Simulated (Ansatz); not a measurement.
The relaxed structure here is a generated cell of TePb: the first start was made by placing the elements on the sites of a structure type, and the end was not matched to a known phase here, so it may be hypothetical. Known forms of TePb include space group No. 225.

The end point of a relaxation of TePb. Space group Cmcm (No. 63). Computed with PBEsol (plane waves to 420 eV, PAW, scalar-relativistic; Ansatz, a program for electronic structure).

Space group Cmcm (No. 63); a = 4.4726 Å, b = 12.4641 Å, c = 4.6837 Å, α = 90.00°, β = 90.00°, γ = 90.00°

```tsv
atom	site	symmetry	x	y	z
Pb	4c	m2m	0.0000	0.6302	0.2500
Te	4c	m2m	0.0000	0.1278	0.7500
```
(The calculation used a cell of 4 atoms; values per cell refer to that cell.)

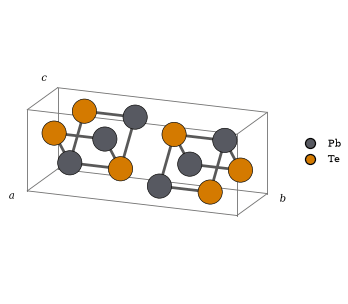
Fig. 1. The conventional cell of the relaxed structure

- Volume per atom = 32.64 Å³
- Density = 8.52 g/cm³
- Band gap = 0.54 eV, indirect (valence top at k = (0.125, -0.125, 0.4286), conduction bottom at 71 % of the way from Y to C0) (no spin-orbit coupling)
- Smallest direct gap = 0.84 eV at 20 % of the way from Σ0 to Γ
- Shortest distances = Pb–Te 3.02 Å
- k-mesh = 8×8×7

Band energies at high-symmetry points (eV from the VBM; labels of this space group; no spin-orbit coupling), from −5 eV up to 2.1 eV:

```csv
point,energies
Γ,-4.40 -3.11 -2.04 -1.78 -1.29 -0.45
Y,-2.66 -2.46 -2.21 -1.51 -1.09 -0.95 0.93
C0,-2.58 -1.24 -1.04 -1.03 -0.69 -0.56 0.75 0.77 0.83
Σ0,-2.58 -1.24 -1.04 -1.03 -0.69 -0.56 0.75 0.77 0.83
Z,-2.96 -2.96 -0.74 -0.74 -0.09 -0.09 1.14 1.14 1.43 1.43
A0,-4.33 -4.33 -2.92 -2.92 -1.32 -1.32
E0,-4.33 -4.33 -2.92 -2.92 -1.32 -1.32
T,-0.99 -0.99 -0.87 -0.87 -0.39 -0.39 0.94 0.94 2.09 2.09
```

No spin polarisation in the result. Without spin-orbit coupling the bands of the heavy element are not split, so the gap can be far off.

The run could not lose the symmetry of its start: the end is stationary, and may be a saddle point rather than a minimum.
